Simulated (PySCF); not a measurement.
C₄H₁₁B₂NSi₂, SMILES [SiH3]N([SiH3])B1C=CBC=C1, geometry in Å:

```xyz
20

Si    -2.2138     0.4520    -1.4594
N     -1.2935    -0.2318    -0.1026
Si    -2.1097    -1.1879     1.1536
B      0.1127     0.0133    -0.0012
C      0.8540     0.9428    -1.0399
C      2.1800     1.1866    -0.9307
B      3.0141     0.5220     0.2098
C      2.2968    -0.3907     1.2544
C      0.9687    -0.6292     1.1590
H     -3.6052    -0.0761    -1.3793
H     -1.6155     0.0454    -2.7632
H     -2.2561     1.9422    -1.3857
H     -3.5695    -1.1848     0.8536
H     -1.8915    -0.5883     2.5015
H     -1.6192    -2.5973     1.1604
H      0.3059     1.4257    -1.8626
H      2.6613     1.8506    -1.6604
H      4.2101     0.7047     0.2779
H      2.8645    -0.8594     2.0687
H      0.5083    -1.2918     1.9071
```

GIAO shifts, PBE0/pcSseg-1 in PySCF 2.14.0, at a PBE0-D3(BJ)/def2-SVP geometry (no frequency check), against TMS for ¹³C, TMS for ¹H and BF₃.OEt₂ for ¹¹B computed at the same level. Gas phase, fully decoupled, line heights follow the number of nuclei, widths are arbitrary (no quadrupolar broadening); values of one conformer, averaged over methyl-type rotors and exact or near symmetry; other conformers aren't averaged in.

Q: How many ¹³C lines appear, and where?

A: 2 signals.


| δ (ppm) | nuclei | atoms |
| --- | --- | --- |
| 162.7 | 2 | C5, C9 |
| 161.1 | 2 | C6, C8 |

The order of signals that lie close, as those under 2 ppm apart, is within the error of the method.

Q: Predict the ¹H spectrum.

A: 4 signals.


| δ (ppm) | nuclei | atoms |
| --- | --- | --- |
| 7.58 | 2 | H17, H19 |
| 7.45 | 2 | H16, H20 |
| 6.25 | 1 | H18 |
| 4.96 | 6 | H10, H11, H12, H13, H14, H15 |

Q: How many ¹¹B lines appear, and where?

A: 2 signals.


| δ (ppm) | nuclei | atoms |
| --- | --- | --- |
| 59.6 | 1 | B7 |
| 36.4 | 1 | B4 |

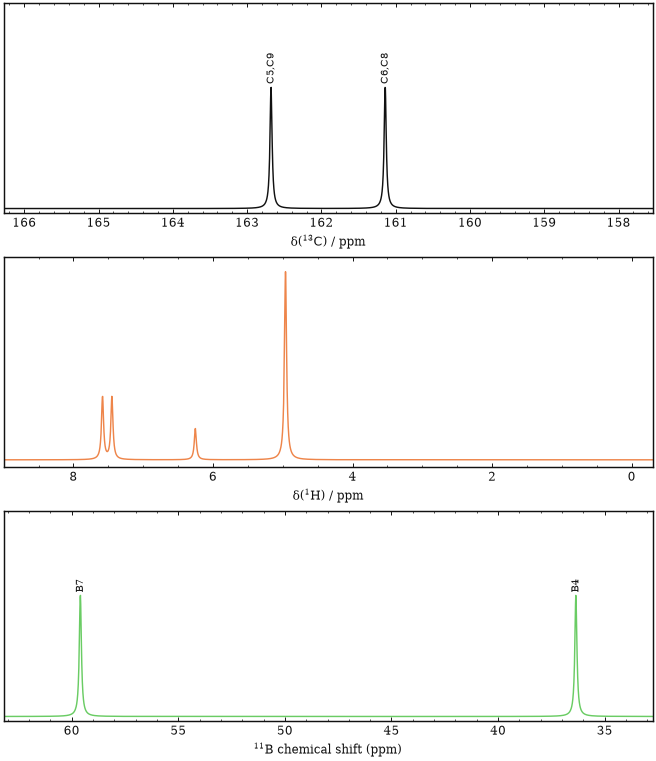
